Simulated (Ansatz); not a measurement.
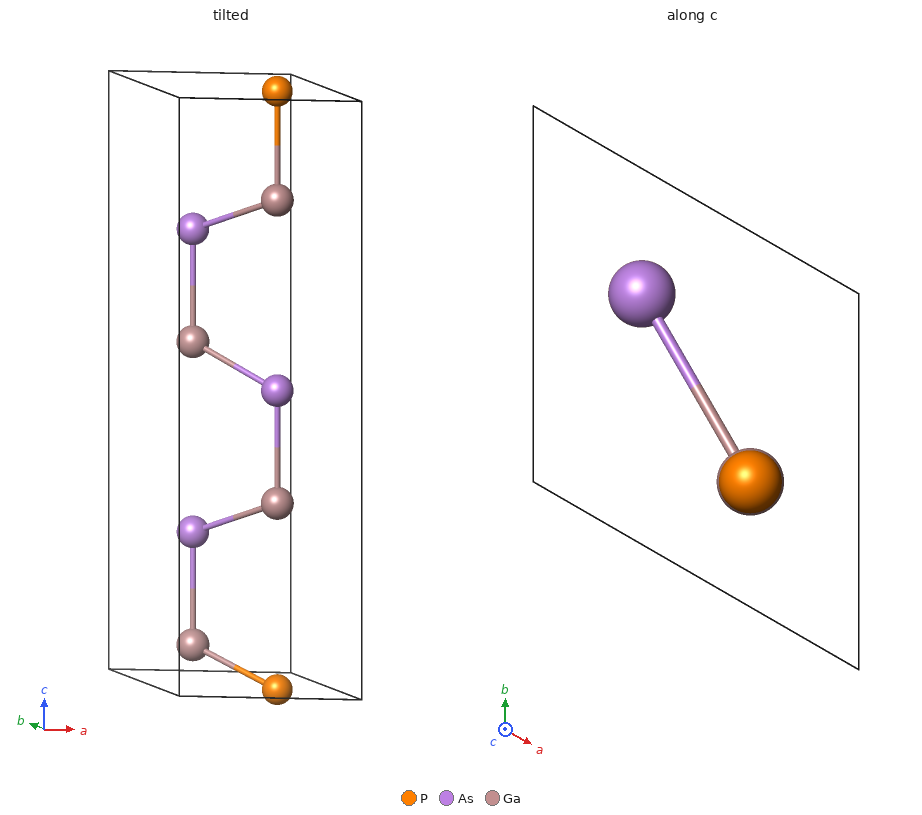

Shown here is a ball-and-stick view of the crystal, taken slightly off an axis and along the c axis. Thin lines show the conventional unit cell, with boundary atoms drawn in all their periodic places.

Ga₄As₃P, space group P3m1 (No. 156), a = 3.957 Å, b = 3.957 Å, c = 13.042 Å, α = 90.00°, β = 90.00°, γ = 120.00°. It goes back to a structure type filled with these elements by a generator (whether the compound takes this form wasn't checked). Earlier steps of the study, as a rule a relaxation of our own, may have changed the cell and positions, so they can lie some per cent off the listed ones. A calculation with Ansatz used it as input.

This one geometry was computed with Ansatz (DFT, plane waves, PAW) at five levels of theory: PBE0, r2SCAN, PBE with spin-orbit coupling, HSE06 and PBE. It was relaxed beforehand with r2SCAN.

Which level gives the highest pressure at this volume, and what does that say about its equilibrium volume?

Answer. Highest: PBE with spin-orbit coupling (2.7 GPa) and PBE (2.7 GPa), which points to the largest equilibrium volume. Lowest, with the smallest volume: PBE0 (0.4 GPa) and r2SCAN (0.0 GPa). Levels within 0.5 GPa of each other can't be told apart.

How does the band gap change with the level of theory?

Answer. PBE with spin-orbit coupling: a gap of 0.59 eV, direct; PBE: a gap of 0.70 eV, direct; r2SCAN: a gap of 1.10 eV, direct; HSE06: a gap of 1.47 eV, direct; PBE0: a gap of 2.10 eV, direct.

Collect the results in a table.

Answer.
| level | cutoff (eV) | k-mesh of the run's cell | gap (eV) | pressure (GPa) |
| --- | --- | --- | --- | --- |
| PBE0 | 420 | 6×6×2 | 2.10 | 0.4 |
| r2SCAN | 500 | 12×12×2 | 1.10 | 0.0 |
| PBE with spin-orbit coupling | 420 | 12×12×2 | 0.59 | 2.7 |
| HSE06 | 420 | 6×6×2 | 1.47 | 0.6 |
| PBE | 420 | 12×12×2 | 0.70 | 2.7 |

Gaps are taken on the k-mesh or band path of each run.
